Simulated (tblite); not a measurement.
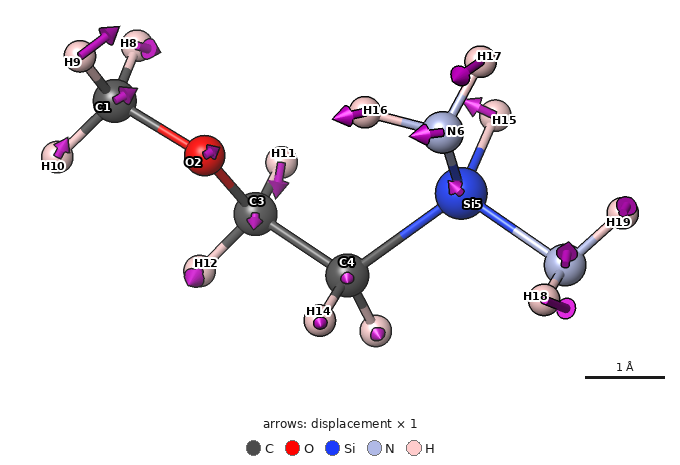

This is a relaxation of C$_{3}$H$_{12}$N$_{2}$OSi. The starting structure is drawn; purple arrows show the displacements, at their true length. The two geometries are superimposed by the best rigid fit.

Style: ball-and-stick. Shown at a tilt.

These are results of tblite, GFN2-xTB geometry optimisation, gas phase, not measurements. 

Q: Which element moves most?

A: Hydrogen: up to 0.89 Å, against 0.49 Å for nitrogen.

Q: What happened in the run?

A: The atom that moves furthest after the best rigid fit is an H atom (0.89 Å). By element the largest moves are H 0.89 Å, N 0.49 Å, C 0.37 Å, Si 0.28 Å, O 0.25 Å. Near-neighbour distances that change, for instance: N–Si 1.683 → 1.729 Å, C–Si 1.862 → 1.899 Å, C–O 1.433 → 1.401 Å, C–C 1.533 → 1.515 Å. Among the angles between lasting bonds that change: N–Si–N 95.6° → 113.1°, Si–N–H 106.8° → 118.0°, Si–N–H 108.9° → 118.9°. Groups turn about N–Si by about 25°. After 132 geometry steps the energy has fallen by 18.2 kcal/mol. Cost: 0.9 s on 1 thread of Arm Neoverse V1, with other jobs on the host.
